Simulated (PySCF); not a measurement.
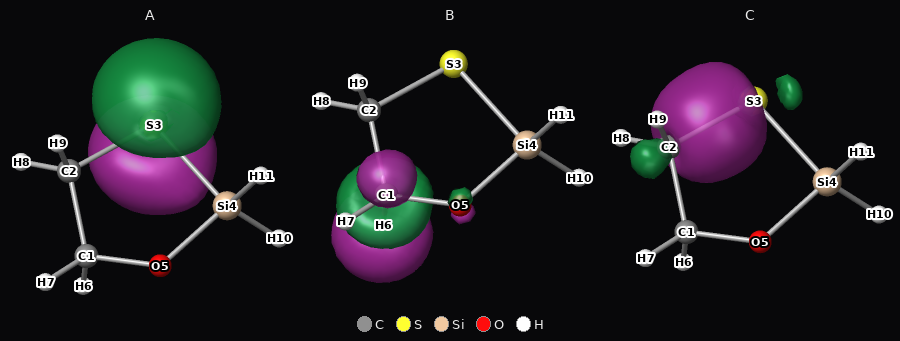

C₂H₆OSSi, SMILES `C1CS[SiH2]O1`. Intrinsic bond orbitals (IBO), occupied and valence-virtual; each surface holds about 80 % of the orbital's density. Energies are diagonal elements of the Fock matrix.

Method: ωB97X/6-311G**; geometry: GFN2-xTB; program: PySCF. No frequency check shows the geometry to be a minimum. GFN2-xTB bond lengths at metals and heavier atoms can be off by up to 0.1 Å and shapes distorted, which carries into these values.

Identify each orbital.

By panel:
- A: lone pair on S3 (p-type) (S3 96 %; −9.7 eV)
- B: σ* orbital H6–C1 (H6 56 %, C1 42 %; 11.9 eV)
- C: σ bond S3–C2 (S3 50 %, C2 49 %; −17.0 eV)

Which has the smallest and which the largest spatial spread?

Smallest: C (1.02 Å); largest: A (1.29 Å).

The PySCF run took 22 s on 1 thread of Arm Neoverse V1 (shared host), peak memory 0.6 GiB.
